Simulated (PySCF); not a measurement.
SMILES FC(F)C(F)(F)F (C2HF5), singlet at its PBE0/def2-SVP optimised geometry (Å):

```
8

F     -0.0799    -0.2798     1.0880
C      0.3733     0.3542     0.0000
F     -0.0798     1.6136     0.0000
C     -0.1539    -0.3616    -1.2453
F     -1.4773    -0.3769    -1.2669
F      0.2874     0.2584    -2.3346
F      0.2914    -1.6136    -1.2615
H      1.4773     0.3542     0.0000
```

Level of theory: PBE0/def2-TZVP (PySCF 2.14.0). Cells within 0.4 Å of a nucleus heavier than hydrogen are left out (blank, or x).

Map of the electron localisation function on the plane z = 1.0 Å:

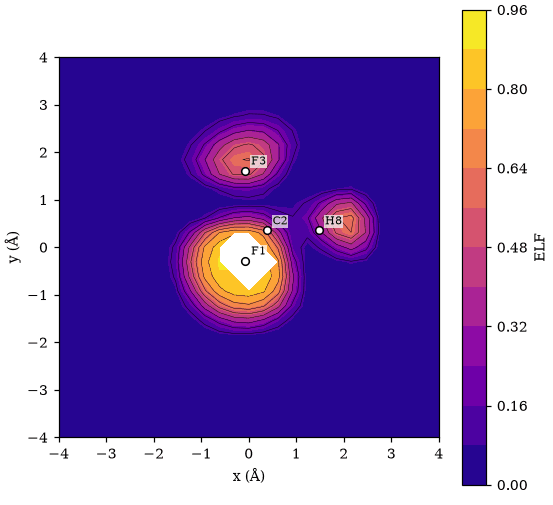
Electron localisation function on the plane z = 1.0 Å.
